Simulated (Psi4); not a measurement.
**B₂O₂: geometry relaxation (part 4 of 4)**

Continued. System: B₂O₂ (diboron dioxide). Method: B97-3c/def2-mTZVP, RKS (Psi4 1.11). The geometry comes from this level: GFN2-xTB.

Geometry of the input (Å):
```
O  -0.7335  0.4518  1.8021
B  -0.3006  0.1890  0.7275
B  0.2951  -0.1830  -0.7313
O  0.7390  -0.4578  -1.7983
```

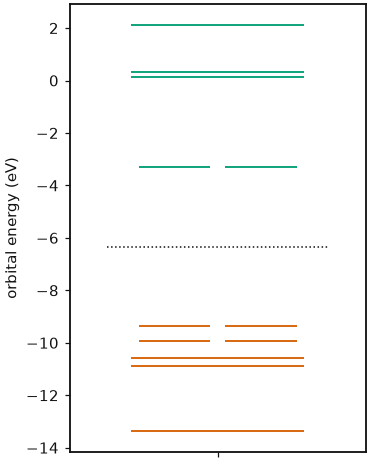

Fig. 1: Orbital energies near the frontier; the dotted line parts filled from empty levels, and levels within 0.02 eV of each other stand side by side. Highest filled −9.38 eV, lowest empty −3.31 eV, 6.07 eV apart.

Key numbers:

| quantity | value |
| --- | --- |
| outcome | converged |
| total energy | −200.143912 hartree |
| dispersion energy | −0.005427 hartree |
| basis functions | 86 |
| HOMO | −9.38 eV |
| LUMO | −3.31 eV |
| dipole moment | 0.02 D |
| wall time | 9 s |
| peak memory | 0.44 GiB |
